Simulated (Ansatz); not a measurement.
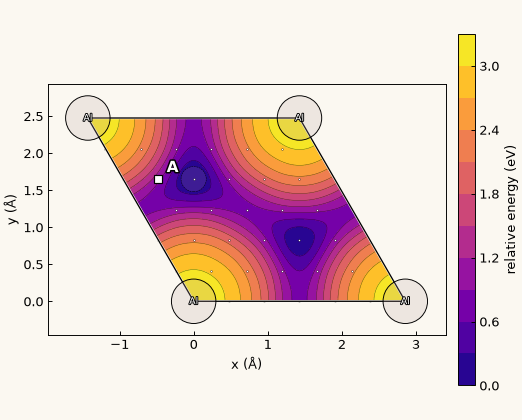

C on an Al(111) slab cut from the Fm-3m phase, its upper half relaxed before the scan (12 atoms of substrate and one adsorbate in a 2 × 2 cell). C is moved over the surface cell; relaxed at each place: the height of the adsorbate's atoms; substrate rigid; the origin of the map has the adsorbate above Al9. Places are given modulo a cell vector. The map is drawn in real space over the plane of the surface. The scan uses a 6 × 6 grid; 10 points were computed and 26 follow by symmetry. Places are given in fractions of the 1 × 1 surface cell. All energies are given in eV relative to the lowest grid point. All numbers below come from DFT PBE, scalar-relativistic, plane waves, PAW (Ansatz). Settings: cutoff 420 eV, k-mesh 6×6×1, gaussian smearing 0.1 eV, no spin polarisation.

Drawn: filled contours, dots at the grid points, labelled circles for the atoms of the top layer and small ones for the second layer, the outline of one cell of the plane, the point A. Between grid points the surface is interpolated.

Q: Which way does the force act at A, and how strong is it?

A: A, at (1/6, 4/6) of the cell vectors, is not a stationary point. The computed force is 3.4 eV/Å in the plane, pointing down and right in the picture (components 2.7 and −2.1 eV/Å).

PAW datasets: the set soft_1.
